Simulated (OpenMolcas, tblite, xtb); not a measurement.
## C2HClFIn (SMILES C#[C][In]([F])[Cl]): the vertical energy of the triplet above the singlet, rung by rung

C2HClFIn has 6 atoms, charge 0, and is taken as a singlet. SMILES: `C#[C][In]([F])[Cl]`. Geometry: relaxed at PBE0-D4/def2-TZVP.

Quantity: the vertical energy of the triplet above the singlet, in eV. The values are calculated.

| level | kind | program | value (eV) |
| --- | --- | --- | --- |
| GFN2-xTB | semi-empirical | tblite | 3.67 |
| GFN0-xTB | semi-empirical | xtb | 3.97 |
| HF/def2-SVP (core potential) | Hartree–Fock | OpenMolcas | 4.28 |
| SVWN5/def2-SVP (core potential) | LDA | OpenMolcas | 4.99 |
| BLYP/def2-SVP (core potential) | GGA | OpenMolcas | 4.85 |
| M06-L/def2-SVP (core potential) | meta-GGA | OpenMolcas | 4.87 |
| r2SCAN/def2-SVP (core potential) | meta-GGA | OpenMolcas | 4.72 |
| BHLYP/def2-SVP (core potential) | global hybrid | OpenMolcas | 4.84 |

Spin-orbit coupling, which can split open shells on such heavy atoms by tenths of an eV, is left out. The values span 3.67 to 4.99 eV. The xTB rows lack spin polarisation, so open shells miss the exchange term that lowers them.

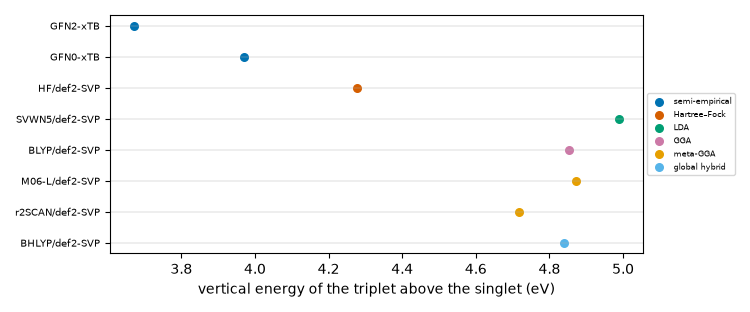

The values of the table, level by level.
